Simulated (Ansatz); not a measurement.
The figure comes from a scan of CdS (zinc blende): one S atom of a 2-atom cell moves by u along (0.71, 0.71, 0.00) and v along (0.00, 0.00, 1.00). Calculation: PBE (plane waves to 420 eV, PAW, scalar-relativistic; Ansatz, a program for electronic structure). k mesh 8×8×8 (Γ-centred), Fermi-Dirac smearing 0.05 eV. E stands for the smeared free energy. Points where atoms come too close for the PAW data are left out (x in tables, blank in figures). CdS was relaxed with its symmetry unable to fall. ΔE is measured from the undisplaced structure. Axes are in Å.

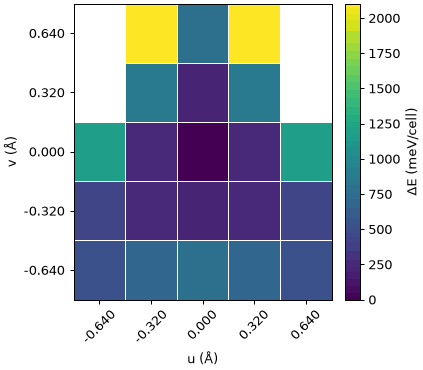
Figure: ΔE (meV/cell), one tile a computed point.

### Question
Turn the plot into a table (rounded to what can be read).

### Answer
To the nearest 200:

ΔE (meV/cell), with u across and v down:

```csv
v \ u,-0.640,-0.320,0.000,0.320,0.640
-0.640,600,600,800,600,600
-0.320,400,200,200,200,400
0.000,1200,200,0,200,1200
0.320,x,800,200,800,x
0.640,x,2200,800,2200,x
```

(A displaced cell: forces are minus the slopes of the energy, force constants its curvatures, and phonons follow from these.)
